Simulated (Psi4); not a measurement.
# MP3/aug-cc-pVTZ run of GeSe (SMILES [Ge-]#[Se+])

What is the vertical ionisation energy of GeSe at MP3/aug-cc-pVTZ? 

Program for the calculation: Psi4 1.11.

4 further runs of the same task are left out: 3 that didn't finish, 1 set aside as unsound or not needed.

## 1. Starting point

GeSe has 2 atoms, charge 0, and is taken as a singlet. As SMILES, `[Ge-]#[Se+]`. The bond length is the measured one.

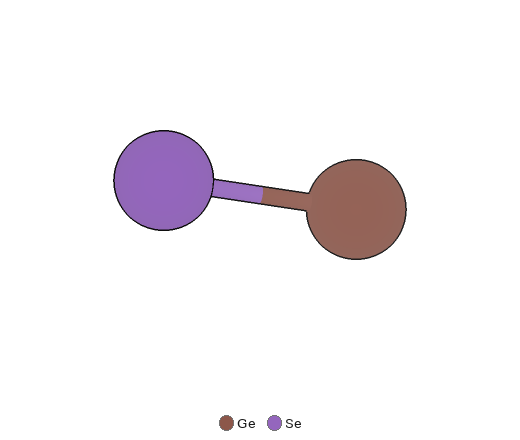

Viewed from a chosen angle; germanium brown, selenium purple.

## 2. The energy at MP3/aug-cc-pVTZ

Input file gese.in:

```
memory 1600 mb

molecule {
  Ge     0.00000000     0.00000000     0.00000000
  Se     0.00000000     0.00000000     4.03386419
  units bohr
  symmetry c1
  no_reorient
  no_com
}

set puream true
set e_convergence 1e-09
set d_convergence 1e-08
set scf_type pk
set num_frozen_docc 18
set mp_type conv

energy_value, wavefunction = energy("mp3/aug-cc-pVTZ", return_wfn=True)
print_variables()
```

Started as:

```
$ psi4 -i gese.in -o gese.out -n 1
```

gese.out:

```text
[...]
  Running in c1 symmetry.
[...]
  Nuclear repulsion =  269.716566734488879
[...]
  Multiplicity = 1
[...]
  Nalpha       = 33
  Nbeta        = 33
[...]
    Number of basis functions: 118
[...]
   @RHF iter   1: -4474.27513478946912   -6.27209e+00   1.87805e-02 DIIS/ADIIS
[...]
   @RHF iter  11: -4475.33580251240983   -6.18456e-11   8.58320e-09 DIIS
[...]
    Orbital Energies [Eh]
    ---------------------
    Doubly Occupied:
       1A   -460.817343     2A   -405.280215     3A    -60.619785
       4A    -54.220054     5A    -54.220054     6A    -54.219818
       7A    -52.185816     8A    -46.272322     9A    -46.272322
      10A    -46.270507    11A     -8.884179    12A     -7.228309
      13A     -6.615187    14A     -6.614490    15A     -6.614490
      16A     -5.201350    17A     -5.201350    18A     -5.195868
      19A     -2.603436    20A     -2.602526    21A     -2.602526
      22A     -2.602350    23A     -2.602350    24A     -1.678081
      25A     -1.678081    26A     -1.670695    27A     -1.670695
      28A     -1.670136    29A     -0.889600    30A     -0.578930
      31A     -0.369396    32A     -0.356830    33A     -0.356830
[...]
  @RHF Final Energy: -4475.33580251240983
   => Energetics <=
    Nuclear Repulsion Energy =            269.7165667344888789
    One-Electron Energy =               -6778.3728958080819211
    Two-Electron Energy =                2033.3205265611827599
    Total Energy =                      -4475.3358025124107371
[...]
 Multipole Moments:
 ------------------------------------------------------------------------------------
     Multipole            Electronic (a.u.)      Nuclear  (a.u.)        Total (a.u.)
 ------------------------------------------------------------------------------------
 L = 1.  Multiply by 2.5417464519 to convert [e a0] to [Debye]
 Dipole X            :          0.0000000            0.0000000            0.0000000
 Dipole Y            :         -0.0000000            0.0000000           -0.0000000
 Dipole Z            :       -138.1297251          137.1513825           -0.9783426
 Magnitude           :                                                    0.9783426
[...]
	SCS-MP2 Total Energy (a.u.)        : -4475.69544141089682
	SOS-MP2 Total Energy (a.u.)        : -4475.68398799374245
[...]
	SOS-PI-MP2 Total Energy (a.u.)     : -4475.71077149230678
[...]
	MP2 Total Energy (a.u.)            : -4475.71834824520192
[...]
	SCS-MP3 Total Energy (a.u.)        : -4475.69628283570637
[...]
	MP3 Total Energy (a.u.)            : -4475.72171394444013
[...]
```

It took 5.2 min on 1 thread of Intel Xeon Platinum 8259CL at 2.50GHz (Skylake/Cascade Lake), shared host; peak memory 1.4 GiB.

## 3. The doublet cation at the same level

Input file gese.json:

```json
{
  "schema_name": "qcschema_input",
  "schema_version": 1,
  "molecule": {
    "schema_name": "qcschema_molecule",
    "schema_version": 2,
    "symbols": ["Ge", "Se"],
    "geometry": [0.0, 0.0, 0.0, 0.0, 0.0, 4.03386419],
    "molecular_charge": 1,
    "molecular_multiplicity": 2,
    "fix_symmetry": "c1",
    "fix_com": true,
    "fix_orientation": true
  },
  "driver": "energy",
  "model": {
    "method": "mp3",
    "basis": "aug-cc-pVTZ"
  },
  "keywords": {
    "reference": "uhf",
    "puream": true,
    "e_convergence": 1e-09,
    "d_convergence": 1e-08,
    "scf_type": "pk",
    "num_frozen_docc": 18,
    "maxiter": 100,
    "mp_type": "conv"
  }
}
```

Started as:

```
$ psi4 --qcschema gese.json -n 1 --memory 1600MB
```

stdout:

```text
[...]
  Running in c1 symmetry.
[...]
  Nuclear repulsion =  269.716566734488879
[...]
  Multiplicity = 2
[...]
  Nalpha       = 33
  Nbeta        = 32
[...]
    Number of basis functions: 118
[...]
   @UHF iter   1: -4474.07908960037730   -6.07605e+00   1.82067e-02 ADIIS/DIIS
[...]
   @UHF iter  15: -4475.02187757555021   -1.00044e-11   3.44824e-09 DIIS
[...]
   @S^2 Observed:                7.628589860E-01
[...]
    Orbital Energies [Eh]
    ---------------------
    Alpha Occupied:
       1A   -461.100235     2A   -405.536774     3A    -60.901747
       4A    -54.505921     5A    -54.500973     6A    -54.500830
       7A    -52.441830     8A    -46.528381     9A    -46.527560
      10A    -46.526147    11A     -9.169108    12A     -7.484933
      13A     -6.910410    14A     -6.895445    15A     -6.893987
      16A     -5.458524    17A     -5.455427    18A     -5.451175
      19A     -2.893108    20A     -2.890169    21A     -2.888511
      22A     -2.879315    23A     -2.878704    24A     -1.934314
      25A     -1.934059    26A     -1.928085    27A     -1.926166
      28A     -1.925193    29A     -1.197581    30A     -0.836897
      31A     -0.683143    32A     -0.627968    33A     -0.613122
[...]
  @UHF Final Energy: -4475.02187757555021
   => Energetics <=
    Nuclear Repulsion Energy =            269.7165667344888789
    One-Electron Energy =               -6760.7119114242068463
    Two-Electron Energy =                2015.9734671141673061
    Total Energy =                      -4475.0218775755511160
  UHF NO Occupations:
  HONO-2 :   31  A 1.9978658
  HONO-1 :   32  A 1.9963923
[...]
 Multipole Moments:
 ------------------------------------------------------------------------------------
     Multipole            Electronic (a.u.)      Nuclear  (a.u.)        Total (a.u.)
 ------------------------------------------------------------------------------------
 L = 1.  Multiply by 2.5417464519 to convert [e a0] to [Debye]
 Dipole X            :         -0.0000000            0.0000000           -0.0000000
 Dipole Y            :          0.0000000            0.0000000            0.0000000
 Dipole Z            :       -135.8394036          137.1513825            1.3119789
 Magnitude           :                                                    1.3119789
[...]
	SCS-MP2 Total Energy (a.u.)        : -4475.33220494498710
	SOS-MP2 Total Energy (a.u.)        : -4475.32331288185469
[...]
	SOS-PI-MP2 Total Energy (a.u.)     : -4475.34650021310881
[...]
	MP2 Total Energy (a.u.)            : -4475.34998907125191
[...]
	SCS-MP3 Total Energy (a.u.)        : -4475.33545547091217
[...]
	MP3 Total Energy (a.u.)            : -4475.36299117495128
[...]
```

The result, in JSON:

```text
{
 "driver": "energy",
 "model": {
  "method": "mp3",
  "basis": "aug-cc-pVTZ"
 },
 "success": true,
 "return_result": -4475.362991174951,
 "properties": {
  "calcinfo_nbasis": 118,
  "calcinfo_nmo": 118,
  "calcinfo_nalpha": 33,
  "calcinfo_nbeta": 32,
  "calcinfo_natom": 2,
  "nuclear_repulsion_energy": 269.7165667344889,
  "return_energy": -4475.362991174951,
  "scf_one_electron_energy": -6760.711911424207,
  "scf_two_electron_energy": 2015.9734671141673,
  "scf_dipole_moment": [-2.3776235036882643e-10, 7.138301786236748e-09, 1.311978854547533],
  "scf_total_energy": -4475.02187757555,
  "scf_iterations": 15,
  "mp2_same_spin_correlation_energy": -0.09623818315955845,
  "mp2_opposite_spin_correlation_energy": -0.2318733125419408,
  "mp2_singles_energy": 0.0,
  "mp2_doubles_energy": -0.3281114957014992,
  "mp2_correlation_energy": -0.3281114957017053,
  "mp2_total_energy": -4475.349989071252
 }
}
```

Run time: 5.6 min. Hardware: 1 thread of Intel Xeon Platinum 8259CL at 2.50GHz (Skylake/Cascade Lake), shared host; peak memory 1.4 GiB.

## 4. What came out

Level: MP3/aug-cc-pVTZ, 18 core orbitals frozen.

```
                                                                  quantity           value
                                                singlet GeSe: total energy  -4475.72171 Eh
                         singlet GeSe: HOMO energy (Hartree–Fock orbitals)        -9.71 eV
                         singlet GeSe: LUMO energy (Hartree–Fock orbitals)         0.15 eV
                       singlet GeSe: HOMO–LUMO gap (Hartree–Fock orbitals)         9.86 eV
                singlet GeSe: correlation energy (18 core orbitals frozen)      -385.9 mEh
                                              doublet cation: total energy  -4475.36299 Eh
doublet cation: HOMO energy (Hartree–Fock orbitals) (highest over α and β)       -16.48 eV
 doublet cation: LUMO energy (Hartree–Fock orbitals) (lowest over α and β)        -7.80 eV
              doublet cation: correlation energy (18 core orbitals frozen)      -341.1 mEh
                         doublet cation: ⟨S²⟩ of the reference determinant           0.763
                        vertical ionisation energy (to the doublet cation)        9.761 eV
```

The vertical ionisation energy comes to 9.76 eV (942 kJ/mol).
